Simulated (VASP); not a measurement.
Band structure of AlN (space group P6_3/mmc). Method: r2SCAN meta-GGA, VASP's PBE PAW potentials (set 64) (plane waves; VASP).

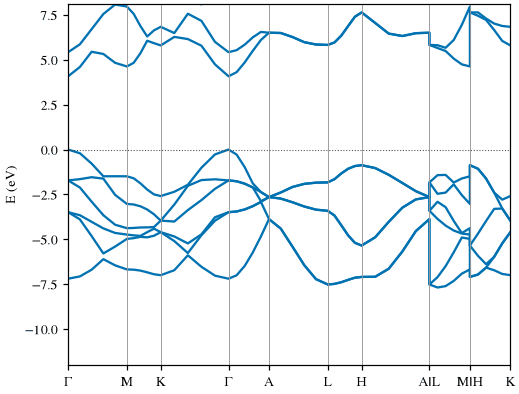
Fig. 1. Bands along high-symmetry lines, zero at the valence-band maximum or, without a gap, the Fermi level

Q: Read the plot: is there a gap, and where are the band edges?

A: The gap is direct, 4.08 eV, from the valence maximum at Γ to the conduction minimum at Γ.

The structure comes from a computed database's AlN entry (P6_3/mmc); how it stands against other phases isn't given here. It was relaxed first.
